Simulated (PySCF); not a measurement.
System: C6H9 (doublet).

Input file:

```
{"job": {"kind": "epr", "basis": "pcH-1"}, "charge": 0, "multiplicity": 2}
C      2.090787     0.020060     0.396926
C      1.002605     0.964054     0.084720
C     -0.287792     0.245086    -0.208998
C     -1.704045     0.521950     0.201147
C     -1.090880    -0.824622     0.431204
C     -0.585421    -1.013529    -0.966128
H      2.839758    -0.222946    -0.330253
H      2.046213    -0.562446     1.297034
H      0.806989     1.619490     0.943648
H      1.266745     1.589864    -0.772664
H     -1.860474     1.158942     1.063654
H     -2.465795     0.632942    -0.563954
H     -1.003043    -1.427172     1.308486
H      0.231373    -1.708492    -1.116797
H     -1.291434    -0.985191    -1.789937
```

Launched as:

```sh
OMP_NUM_THREADS=1 python probes_run.py task.json out
```

Geometry: GFN2-xTB.

Level of theory: UKS B3LYP, pcH-1 on C H, non-relativistic, mean-field spin-orbit, GIAO (PySCF 2.14.0, density-fitted response routines).

What can the converged electron density, electron localisation function and spin density tell about the bonding?

C–C (1.50 Å): the density is about 1.6 e/Å³ at the midpoint; the ELF peaks at about 0.90 between the atoms: a covalent bond.
The unpaired spin (1 electron) lies mostly on C1 (about 0.7), in electrons by Hirshfeld's partition.

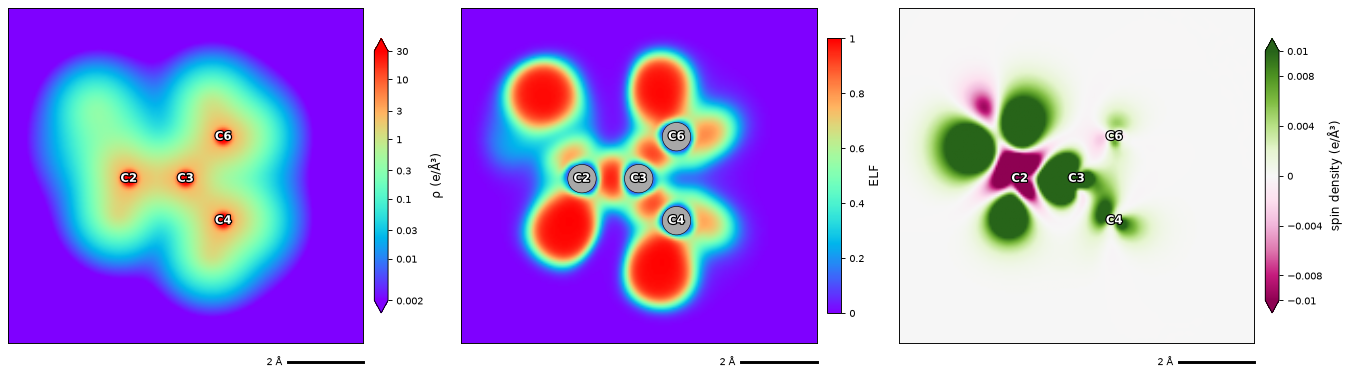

Computed electron density, electron localisation function and spin density on the plane of atoms C2, C3 and C4, in this order. Grey discs cover the atomic cores in the ELF map. 
